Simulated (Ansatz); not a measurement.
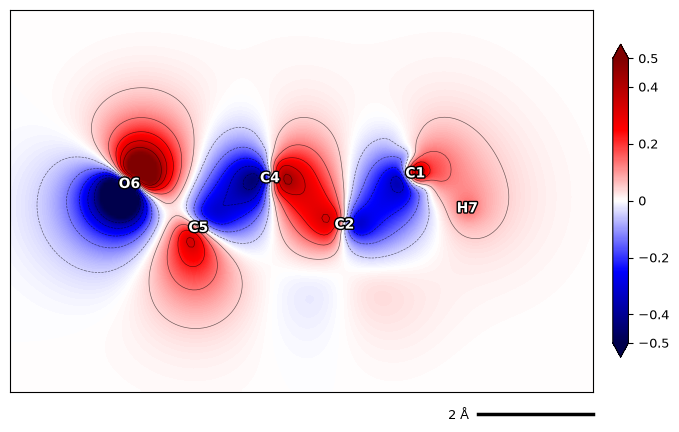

Figure. C4H10O2 (SMILES CC(O)CCO). The HOMO on the plane of atoms C1, C2 and C4 (values in Å⁻³ᐟ²; the overall sign is arbitrary).

Geometry: PBE0-D4/def2-TZVP.

Level of theory: RKS PBE0-D4/def2-TZVPP (Ansatz).

Input

```
crystal:
  periodic: [false, false, false]
  atoms:
    - {symbol: C, position_ang: [-0.418941, -0.580804, 1.978818]}
    - {symbol: C, position_ang: [0.094698, -0.718406, 0.559396]}
    - {symbol: O, position_ang: [-0.622202, -1.717576, -0.150378]}
    - {symbol: C, position_ang: [0.086828, 0.608093, -0.185420]}
    - {symbol: C, position_ang: [0.721710, 0.524976, -1.560227]}
    - {symbol: O, position_ang: [0.747374, 1.771487, -2.226741]}
    - {symbol: H, position_ang: [-0.412201, -1.549464, 2.481545]}
    - {symbol: H, position_ang: [0.194717, 0.115057, 2.555514]}
    - {symbol: H, position_ang: [-1.445730, -0.198630, 1.981342]}
    - {symbol: H, position_ang: [1.122933, -1.096506, 0.588877]}
    - {symbol: H, position_ang: [-1.556649, -1.491536, -0.116270]}
    - {symbol: H, position_ang: [0.615250, 1.364546, 0.403778]}
    - {symbol: H, position_ang: [-0.953464, 0.953203, -0.277901]}
    - {symbol: H, position_ang: [1.767448, 0.219916, -1.464523]}
    - {symbol: H, position_ang: [0.216421, -0.239951, -2.161218]}
    - {symbol: H, position_ang: [-0.158179, 2.035578, -2.406602]}
basis:
  gaussian: {orbitals: def2-TZVPP}
hamiltonian: {xc: pbe0, dispersion: d4}
output: {orbitals: {seedname: orbitals}}
```

Launched as:

```sh
ansatz run in.yaml --threads 2 --pin off --events-out ev --progress --plain --max-ram 22528MiB --backend cuda --devices 0, --max-vram 18GiB
```

Describe this orbital and give its energy.

Answer. By Hirshfeld shares it lies mainly on O6 (about 40 %), O3 (about 20 %), C4 (about 10 %), C5 (about 10 %) and C2 (about 5 %). Its energy is −7.54 eV.
